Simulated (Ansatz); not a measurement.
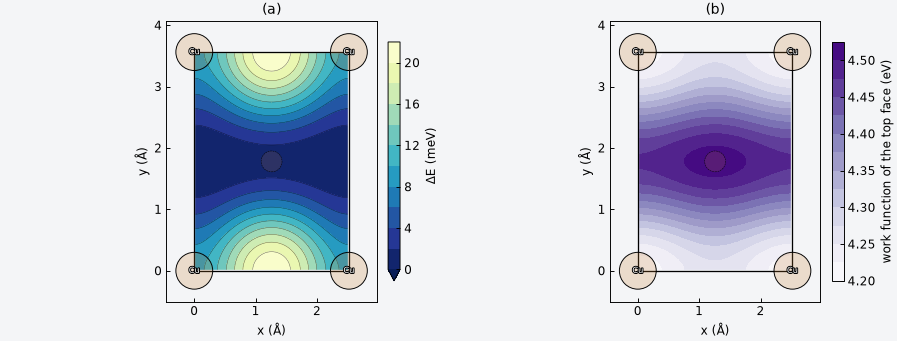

CO on a Cu(110) slab cut from the Fm-3m phase, its upper half relaxed before the scan (10 atoms of substrate and one adsorbate in a 2 × 1 cell). CO (O end down) is moved over the surface cell at a fixed height above a rigid substrate; the origin of the map has the adsorbate above Cu9; the height is held at 2.70 Å. Places are given modulo a cell vector. The map is drawn in real space over the plane of the surface. Grid: 6 × 8 points; 20 points were computed and 28 follow by symmetry. Places are given in fractions of the 1 × 1 surface cell. All energies are given in meV relative to the lowest grid point. At a fixed height the lowest place need not be the adsorption site. The runs have no spin polarisation; a magnetic state may lie lower. Method: Ansatz 0.2.0, DFT PBE+D3(BJ), scalar-relativistic, plane waves, PAW. Settings: cutoff 420 eV, k-mesh 5×8×1, gaussian smearing 0.1 eV, no spin polarisation.

Panel (a) is the energy; panel (b) is the computed work function of the top face, in eV.

The picture shows filled contours, labelled circles for the atoms of the top layer and small ones for the second layer, the outline of one cell of the plane. Between grid points the surface is interpolated.

Question: How does the work function of the top face vary over the map, and what is it at the lowest grid point?

Answer: It runs from 4.21 eV at the top site over a surface Cu atom, (0/6, 0/8) of the cell vectors to 4.51 eV at a fourfold hollow over a second-layer Cu atom, (3/6, 4/8) of the cell vectors. At the lowest grid point, the trough between two rows of top atoms, (0/6, 4/8) of the cell vectors, it is 4.48 eV.

PAW datasets: the set soft_1.
